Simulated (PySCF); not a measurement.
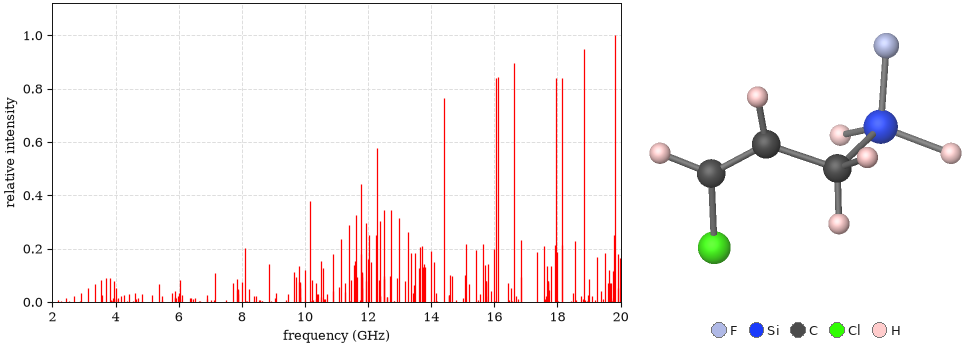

C₃H₆ClFSi, SMILES F[SiH2]C/C=C\Cl. Simulated rotational absorption lines between 2 and 20 GHz at 2 K: rigid rotor with the equilibrium constants and dipole of one optimised conformer (PBE0-D3(BJ)/def2-SVP, PySCF), commonest isotopes; no centrifugal distortion, hyperfine structure, internal rotation or nuclear-spin weights; lines within 1 MHz of each other are summed.

Question: What are the rotational constants, and what kind of rotor is it?

Answer: Rotational constants A, B, C = 5.031, 1.019, 0.9470 GHz; Ray's κ = −0.96, a near-prolate asymmetric top.

Question: Which dipole components drive the lines?

Answer:
|μa|, |μb|, |μc| = 0.38, 0.43, 0.84 D; c-type lines carry 58 % of the intensity in this range.

Known limits of this run: coarse grid, loose stop and no frequency check, small forces are noise and the end may be a saddle.
